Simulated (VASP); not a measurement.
# LaBiS2O with r2SCAN: from relaxation to properties, part 3 of 6

Aim: relax LaBiS2O, then compute properties on the relaxed cell. The start is a computed cell from the Materials Project.

VASP 6.6.1, plane waves and PAW; the level of theory is named at each step.

So far. Step 3 (Second relaxation): It ends with a largest force of 0.009 eV/Å and a pressure of -0.03 GPa. The volume moved by under 0.01 %: the run met its threshold at the first step. Step 4 (Density, ELF and potential (r2SCAN)): In this run the pressure is -0.01 GPa, small enough to go on. The relaxed cell has a = 4.041, c = 14.126 Å (conventional setting).

### 5. Bands along the symmetry lines (r2SCAN)

Level of this step: r2SCAN; plane waves and PAW (La, Bi_d, S, O) (VASP).

Levels along the symmetry lines show where the bands peak and cross; KPOINTS_OPT computes them in the converged potential.

Input file INCAR:

```
SYSTEM = LaBiS2O
PREC = Accurate
ENCUT = 520
EDIFF = 1E-06
NELM = 100
ISMEAR = 0
SIGMA = 0.05
LREAL = .FALSE.
ALGO = Normal
METAGGA = R2SCAN
LASPH = .TRUE.
NBANDS = 68
LORBIT = 11
LWAVE = .FALSE.
LCHARG = .FALSE.
KPAR = 8
```

Input file POSCAR:

```
LaBiS2O
1.0
    4.0408216444      0.0000000000      0.0000000000
    0.0000000000      4.0408216444      0.0000000000
    0.0000000000      0.0000000000     14.1264444717
La Bi S O
2 2 4 2
Direct
    0.5000000000      0.0000000000      0.5884187759
    0.0000000000      0.5000000000      0.4115812241
    0.0000000000      0.5000000000      0.8679425451
    0.5000000000      0.0000000000      0.1320574549
    0.5000000000      0.0000000000      0.8900394487
    0.0000000000      0.5000000000      0.1099605513
    0.0000000000      0.5000000000      0.6914764398
    0.5000000000      0.0000000000      0.3085235602
    0.0000000000      0.0000000000      0.5000000000
    0.5000000000      0.5000000000      0.5000000000
```

Input file KPOINTS:

```
Automatic mesh
0
Gamma
6 6 2
0 0 0
```

Input file KPOINTS_OPT:

```
Line mode
12
Line-mode
Reciprocal
  0.00000000   0.00000000   0.00000000 GAMMA
  0.00000000   0.50000000   0.00000000 X

  0.00000000   0.50000000   0.00000000 X
  0.50000000   0.50000000   0.00000000 M

  0.50000000   0.50000000   0.00000000 M
  0.00000000   0.00000000   0.00000000 GAMMA

  0.00000000   0.00000000   0.00000000 GAMMA
  0.00000000   0.00000000   0.50000000 Z

  0.00000000   0.00000000   0.50000000 Z
  0.00000000   0.50000000   0.50000000 R

  0.00000000   0.50000000   0.50000000 R
  0.50000000   0.50000000   0.50000000 A

  0.50000000   0.50000000   0.50000000 A
  0.00000000   0.00000000   0.50000000 Z

  0.00000000   0.50000000   0.00000000 X
  0.00000000   0.50000000   0.50000000 R

  0.50000000   0.50000000   0.00000000 M
  0.50000000   0.50000000   0.50000000 A
```

PAW data sets: La, Bi_d, S and O (PBE family, release 64).

Run with:

```
> mpirun -np 8 vasp_std
```

The program printed:

```text
[... set-up lines as in an earlier step ...]
 entering main loop
       N       E                     dE             d eps       ncg     rms          rms(c)
DAV:   1     0.932972534785E+03    0.93297E+03   -0.36034E+04  2904   0.175E+03
DAV:   2     0.196937219322E+02   -0.91328E+03   -0.79887E+03  2832   0.428E+02
DAV:   3    -0.237081669482E+03   -0.25678E+03   -0.23600E+03  3244   0.218E+02
DAV:   4    -0.269401264075E+03   -0.32320E+02   -0.31324E+02  3988   0.776E+01
DAV:   5    -0.271338981901E+03   -0.19377E+01   -0.19240E+01  4936   0.214E+01    0.157E+01
DAV:   6    -0.239585937743E+03    0.31753E+02   -0.23021E+01  4264   0.278E+01    0.851E+00
DAV:   7    -0.240108718426E+03   -0.52278E+00   -0.87543E+00  4520   0.104E+01    0.688E+00
DAV:   8    -0.240393502397E+03   -0.28478E+00   -0.38111E+00  4784   0.895E+00    0.351E+00
DAV:   9    -0.240073905462E+03    0.31960E+00   -0.19538E+00  4512   0.595E+00    0.648E-01
DAV:  10    -0.240107731315E+03   -0.33826E-01   -0.42710E-01  4372   0.233E+00    0.114E+00
DAV:  11    -0.240106214667E+03    0.15166E-02   -0.23022E-02  4920   0.652E-01    0.918E-01
DAV:  12    -0.240098986069E+03    0.72286E-02   -0.84291E-02  4496   0.104E+00    0.393E-01
DAV:  13    -0.240102795147E+03   -0.38091E-02   -0.22005E-02  4272   0.569E-01    0.444E-01
DAV:  14    -0.240100563755E+03    0.22314E-02   -0.32534E-03  4656   0.259E-01    0.263E-01
DAV:  15    -0.240099645429E+03    0.91833E-03   -0.60765E-03  4096   0.245E-01    0.718E-02
DAV:  16    -0.240099676036E+03   -0.30607E-04   -0.50090E-04  3992   0.106E-01    0.589E-02
DAV:  17    -0.240099681772E+03   -0.57357E-05   -0.32466E-05  4528   0.223E-02    0.701E-02
DAV:  18    -0.240099682203E+03   -0.43188E-06   -0.30851E-06  3440   0.964E-03
   1 F= -.24009968E+03 E0= -.24009968E+03  d E =-.369631E-11
 Start KPOINTS_OPT (optional k-point list driver)
k-point batch [1-20\108]
       N       E                     dE             ncg
DAV:   1     0.118701476788E+05   -0.19851E+05     2960
DAV:   2    -0.644968234575E+04   -0.18320E+05     2832
DAV:   3    -0.113572790320E+05   -0.49076E+04     3212
DAV:   4    -0.119690241696E+05   -0.61175E+03     4228
DAV:   5    -0.120052019293E+05   -0.36178E+02     4920
DAV:   6    -0.120076006846E+05   -0.23988E+01     5152
DAV:   7    -0.120077356808E+05   -0.13500E+00     4972
DAV:   8    -0.120077467286E+05   -0.11048E-01     5152
DAV:   9    -0.120077473278E+05   -0.59925E-03     4816
DAV:  10    -0.120077473785E+05   -0.50738E-04     4920
DAV:  11    -0.120077473812E+05   -0.26926E-05     3184
DAV:  12    -0.120077473815E+05   -0.27685E-06     2672
[...]
k-point batch [101-108\108]
       N       E                     dE             ncg
DAV:   1     0.338157415183E+05   -0.19944E+05     1180
DAV:   2     0.266342156094E+05   -0.71815E+04     1120
DAV:   3     0.247838873360E+05   -0.18503E+04     1344
DAV:   4     0.245845584676E+05   -0.19933E+03     1660
DAV:   5     0.245732869710E+05   -0.11271E+02     2056
DAV:   6     0.245728173136E+05   -0.46966E+00     2040
DAV:   7     0.245727879750E+05   -0.29339E-01     2024
DAV:   8     0.245727859102E+05   -0.20648E-02     1992
DAV:   9     0.245727857946E+05   -0.11562E-03     2000
DAV:  10     0.245727857873E+05   -0.72560E-05     1584
DAV:  11     0.245727857870E+05   -0.32094E-06     1272
```

Wall time 20 min (8 MPI ranks of AMD EPYC 7R43, shared host); peak memory 5.5 GiB; 2.4 h of CPU time.

OUTCAR, selected parts (step 5):

```text
   k-points           NKPTS =     20   k-points in BZ     NKDIM =     20   number of bands    NBANDS=     68

   NELECT =      88.0000    total number of electrons

 E-fermi :   5.2883

 k-point     1 :       0.0000    0.0000    0.0000
  band No.  band energies     occupation
    ...
     40       4.2344      2.00000
     41       4.4798      2.00000
     42       4.4798      2.00000
     43       4.8707      2.00000
     44       4.8707      2.00000
     45       8.9233      0.00000
     46       9.1401      0.00000
     47       9.1672      0.00000
     48       9.4705      0.00000
     49      10.0033      0.00000
    ...

  Total        0.0454416      0.0454416     -0.0026916      0.0000000      0.0000000      0.0000000
  in kB        0.3156399      0.3156399     -0.0186957      0.0000000      0.0000000      0.0000000
  external PRESSURE =       0.2041947 kB  Pullay stress =       0.0000000 kB

 POSITION                                       TOTAL-FORCE (eV/Angst)
 -----------------------------------------------------------------------------------
      2.02041      0.00000      8.31227         0.000000     -0.000000      0.003044
      0.00000      2.02041      5.81418         0.000000     -0.000000     -0.003044
      0.00000      2.02041     12.26094        -0.000000     -0.000000      0.005241
      2.02041      0.00000      1.86550         0.000000      0.000000     -0.005241
      2.02041      0.00000     12.57309         0.000000     -0.000000      0.008551
      0.00000      2.02041      1.55335         0.000000     -0.000000     -0.008551
      0.00000      2.02041      9.76810         0.000000     -0.000000     -0.005305
      2.02041      0.00000      4.35834         0.000000     -0.000000      0.005305
      0.00000      0.00000      7.06322         0.000000     -0.000000      0.000000
      2.02041      2.02041      7.06322         0.000000      0.000000      0.000000
 -----------------------------------------------------------------------------------
    total drift:                                0.000000     -0.000000      0.000000

  FREE ENERGIE OF THE ION-ELECTRON SYSTEM (eV)
  ---------------------------------------------------
  free  energy   TOTEN  =      -240.0996822034 eV

  energy  without entropy=     -240.0996822034  energy(sigma->0) =     -240.09968220

[... 8 parts as in an earlier step ...]

[... 8 further parts left out ...]
```

Spin-orbit coupling is off here; with elements this heavy it splits and shifts levels by tenths of an eV or more.

Numbers from this step:

```yaml
scf_cycles: 18
bands: 68
fermi_energy: 5.288 eV
pressure: 0.02042 GPa
least_gap_on_mesh_and_path: 1.124 eV
least_direct_gap_on_mesh_and_path: 1.124 eV
valence_top_at_k: 0, 0.5, 0
least_direct_gap_at_k: 0, 0.5, 0
```

Electronic bands along the path, in eV, zero at the valence-band top; v1 is the highest filled band, c1 the lowest empty one:

| point | v4 | v3 | v2 | v1 | c1 | c2 | c3 | c4 |
| --- | --- | --- | --- | --- | --- | --- | --- | --- |
| Γ | -0.58 | -0.58 | -0.19 | -0.19 | 3.86 | 4.08 | 4.10 | 4.41 |
| X | -0.84 | -0.84 | 0.00 | 0.00 | 1.12 | 1.12 | 1.64 | 1.64 |
| M | -1.23 | -1.23 | -0.97 | -0.97 | 4.12 | 4.12 | 4.77 | 4.77 |
| Γ | -0.58 | -0.58 | -0.19 | -0.19 | 3.86 | 4.08 | 4.10 | 4.41 |
| Z | -0.57 | -0.50 | -0.20 | -0.20 | 3.87 | 3.96 | 3.97 | 4.37 |
| R | -0.85 | -0.85 | -0.01 | -0.01 | 1.13 | 1.13 | 1.65 | 1.65 |
| A | -1.24 | -1.24 | -1.06 | -1.06 | 4.07 | 4.07 | 4.85 | 4.85 |
| Z | -0.57 | -0.50 | -0.20 | -0.20 | 3.87 | 3.96 | 3.97 | 4.37 |
| jump to X | -0.84 | -0.84 | 0.00 | 0.00 | 1.12 | 1.12 | 1.64 | 1.64 |
| R | -0.85 | -0.85 | -0.01 | -0.01 | 1.13 | 1.13 | 1.65 | 1.65 |
| jump to M | -1.23 | -1.23 | -0.97 | -0.97 | 4.12 | 4.12 | 4.77 | 4.77 |
| A | -1.24 | -1.24 | -1.06 | -1.06 | 4.07 | 4.07 | 4.85 | 4.85 |

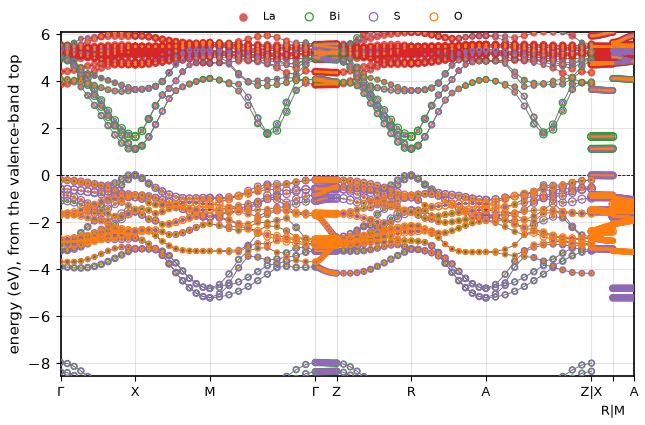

Electronic bands along the path; dots are coloured as in the legend, and their area grows with the weight.

The path finds the gap of the mesh within 0.02 eV, so the mesh comes close to both band edges.

### 6. Density of states (r2SCAN)

A density of states needs more k-points than a total energy; ISMEAR = -5 takes tetrahedra, and LORBIT projects the states on the PAW spheres. The mesh is finer than in the run before.

INCAR, as its differences from that of step 5:

```diff
@@ -5,3 +5,3 @@
 NELM = 100
-ISMEAR = 0
+ISMEAR = -5
 SIGMA = 0.05
@@ -16 +16,2 @@
 KPAR = 8
+NEDOS = 2001
```

POSCAR is that of step 5.

Input file KPOINTS:

```
Automatic mesh
0
Gamma
8 8 3
0 0 0
```

Run with:

```
> mpirun -np 8 vasp_std
```

The program printed:

```text
[... set-up lines as in an earlier step ...]
 entering main loop
       N       E                     dE             d eps       ncg     rms          rms(c)
DAV:   1     0.926397792608E+03    0.92640E+03   -0.36235E+04  4440   0.175E+03
DAV:   2     0.166770828869E+02   -0.90972E+03   -0.80088E+03  4224   0.428E+02
DAV:   3    -0.238554828615E+03   -0.25523E+03   -0.23508E+03  4980   0.217E+02
DAV:   4    -0.269487985847E+03   -0.30933E+02   -0.30062E+02  6004   0.767E+01
DAV:   5    -0.271349091536E+03   -0.18611E+01   -0.18464E+01  7464   0.206E+01    0.157E+01
DAV:   6    -0.239597891571E+03    0.31751E+02   -0.22983E+01  6376   0.278E+01    0.855E+00
DAV:   7    -0.240107353823E+03   -0.50946E+00   -0.85828E+00  6840   0.105E+01    0.682E+00
DAV:   8    -0.240398866864E+03   -0.29151E+00   -0.37326E+00  7136   0.905E+00    0.350E+00
DAV:   9    -0.240074238315E+03    0.32463E+00   -0.19297E+00  6768   0.602E+00    0.661E-01
DAV:  10    -0.240110539000E+03   -0.36301E-01   -0.44376E-01  6560   0.235E+00    0.118E+00
DAV:  11    -0.240108997993E+03    0.15410E-02   -0.22065E-02  7320   0.643E-01    0.978E-01
DAV:  12    -0.240101138447E+03    0.78595E-02   -0.89903E-02  6464   0.110E+00    0.452E-01
DAV:  13    -0.240106371125E+03   -0.52327E-02   -0.28628E-02  6504   0.641E-01    0.525E-01
DAV:  14    -0.240103120037E+03    0.32511E-02   -0.46217E-03  6960   0.309E-01    0.311E-01
DAV:  15    -0.240101889334E+03    0.12307E-02   -0.69542E-03  6248   0.264E-01    0.860E-02
DAV:  16    -0.240101900795E+03   -0.11461E-04   -0.52079E-04  6000   0.105E-01    0.713E-02
DAV:  17    -0.240101904520E+03   -0.37248E-05   -0.27765E-05  7144   0.216E-02    0.785E-02
DAV:  18    -0.240101892695E+03    0.11825E-04   -0.84964E-06  5832   0.117E-02    0.722E-02
DAV:  19    -0.240101874585E+03    0.18110E-04   -0.10771E-04  6200   0.404E-02    0.652E-02
DAV:  20    -0.240101876623E+03   -0.20388E-05   -0.30641E-05  6336   0.203E-02    0.746E-02
DAV:  21    -0.240101876318E+03    0.30495E-06   -0.84965E-07  2632   0.619E-03
   1 F= -.24010188E+03 E0= -.24010188E+03  d E =0.000000E+00
```

The job ended after 11 min (8 MPI ranks; peak memory 5 GiB; 78 min of CPU time).

Parts of OUTCAR (step 6):

```text
   k-points           NKPTS =     30   k-points in BZ     NKDIM =     30   number of bands    NBANDS=     68

   NELECT =      88.0000    total number of electrons

 E-fermi :   5.0712

 k-point     1 :       0.0000    0.0000    0.0000
  band No.  band energies     occupation
    ...
     40       4.2353      2.00000
     41       4.4776      2.00000
     42       4.4776      2.00000
     43       4.8706      2.00000
     44       4.8706      2.00000
     45       8.9231      0.00000
     46       9.1400      0.00000
     47       9.1671      0.00000
     48       9.4706      0.00000
     49      10.0036      0.00000
    ...

  Total       -0.0353448     -0.0353448     -0.0825610      0.0000000      0.0000000      0.0000000
  in kB       -0.2455069     -0.2455069     -0.5734734      0.0000000      0.0000000      0.0000000
  external PRESSURE =      -0.3548291 kB  Pullay stress =       0.0000000 kB

 POSITION                                       TOTAL-FORCE (eV/Angst)
 -----------------------------------------------------------------------------------
      2.02041      0.00000      8.31227        -0.000000     -0.000000      0.006260
      0.00000      2.02041      5.81418        -0.000000      0.000000     -0.006260
      0.00000      2.02041     12.26094        -0.000000     -0.000000      0.008772
      2.02041      0.00000      1.86550        -0.000000      0.000000     -0.008772
      2.02041      0.00000     12.57309         0.000000     -0.000000      0.005083
      0.00000      2.02041      1.55335         0.000000     -0.000000     -0.005083
      0.00000      2.02041      9.76810        -0.000000     -0.000000     -0.006894
      2.02041      0.00000      4.35834        -0.000000      0.000000      0.006894
      0.00000      0.00000      7.06322        -0.000000     -0.000000     -0.000000
      2.02041      2.02041      7.06322        -0.000000      0.000000     -0.000000
 -----------------------------------------------------------------------------------
    total drift:                                0.000000     -0.000000      0.000000

  FREE ENERGIE OF THE ION-ELECTRON SYSTEM (eV)
  ---------------------------------------------------
  free  energy   TOTEN  =      -240.1018763184 eV

  energy  without entropy=     -240.1018763184  energy(sigma->0) =     -240.10187632

[... 7 parts as in an earlier step ...]

[... 9 further parts left out ...]
```

This step gave:

* SCF cycles: 21
* irreducible k-points: 30
* free energy (TOTEN): -240.1019 eV
* Fermi energy: 5.071 eV
* pressure: -0.03548 GPa
* valence top at k: 0.5, 0, 0
* least direct gap at k: 0.5, 0, 0
* gap on the k-mesh: 1.123 eV
* least direct gap on the k-mesh: 1.123 eV

The density of states has structure finer than the step of the table below, so its rows give means over 1 eV, whole bins alone (the curve runs from -12.0 to 4.56 eV). Peaks (eV: height): total -2.4: 14.0, -1.6: 13.9, -1.2: 13.4, -0.9: 15.1; S p -1.9: 2.98, -1.6: 3.81, -0.9: 5.73, -0.4: 3.73; O p -2.7: 3.90, -2.4: 4.35, -1.5: 3.33, -1.3: 3.21; Bi p -3.1: 0.978, -1.9: 0.584, 2.0: 1.07, 3.8: 2.04; La f -1.3: 0.251, 4.1: 0.622.

States under -12.0 eV and over 4.6 eV are left out. Table of density of states by energy, zero at the valence-band top; means over each step; values in states/eV/cell:

| energy (eV) | total | S p | O p | Bi p | La f | Bi s | S s |
| --- | --- | --- | --- | --- | --- | --- | --- |
| -11 | 0.0268 | 4.4e-5 | 1.7e-5 | 4.2e-4 | 1.7e-5 | 1.4e-4 | 0.0161 |
| -10 | 2.17 | 0.0612 | 9.0e-4 | 0.0155 | 6.4e-4 | 0.935 | 0.551 |
| -9 | 1.63 | 0.0490 | 0.00100 | 0.0107 | 3.6e-4 | 0.721 | 0.438 |
| -8 | 0.190 | 0.00556 | 1.4e-4 | 8.6e-4 | 3.7e-6 | 0.0862 | 0.0578 |
| -7 | 0 | 0 | 0 | 0 | 0 | 0 | 0 |
| -6 | 0 | 0 | 0 | 0 | 0 | 0 | 0 |
| -5 | 0.625 | 0.164 | 5.1e-4 | 0.114 | 0 | 0.00294 | 0.00277 |
| -4 | 3.23 | 0.885 | 0.0797 | 0.493 | 0.00272 | 0.0177 | 0.0271 |
| -3 | 8.57 | 1.61 | 1.89 | 0.628 | 0.0547 | 0.0435 | 0.0441 |
| -2 | 10.1 | 2.10 | 2.69 | 0.380 | 0.145 | 0.0565 | 0.0507 |
| -1 | 11.5 | 3.89 | 1.96 | 0.213 | 0.183 | 0.158 | 0.0234 |
| 0 | 1.93 | 0.759 | 0.220 | 0.0521 | 0.0196 | 0.0927 | 0.00682 |
| 1 | 0.128 | 0.0118 | 8.9e-4 | 0.0442 | 5.7e-4 | 0.00111 | 0.00938 |
| 2 | 2.09 | 0.232 | 0.0107 | 0.777 | 0.0156 | 0.0225 | 0.0959 |
| 3 | 2.20 | 0.312 | 0.0220 | 0.713 | 0.0493 | 0.0325 | 0.0647 |
| 4 | 5.59 | 0.760 | 0.0778 | 1.34 | 0.501 | 0.0380 | 0.113 |

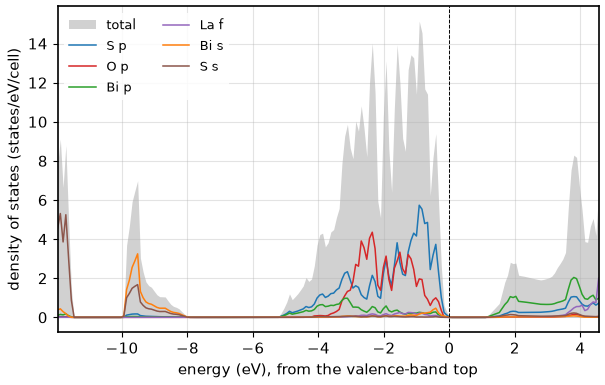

Density of states against energy.

The gap on this mesh is 1.12 eV. In the top eV of the valence band the largest shares in the PAW spheres are S p 39 % and O p 11 %. The rest lies in smaller channels or between the spheres.

(Continued in part 4 of 6.)

[Lines on the potential files, build, host, timing and source positions are cut from VASP's logs without a mark.]

[Logs are printed without paths, hosts, clocks, repeated set-up lines and the standing remarks that a program may print on its own settings, such as how far it seeks lower states.]

[Hosts, paths, dates, database ids (printed as entryN), source tags and the programs' standing remarks are cut or masked in the printed files.]

[A measured line is paired with the nearest computed mode of its activity, which favours agreement.]
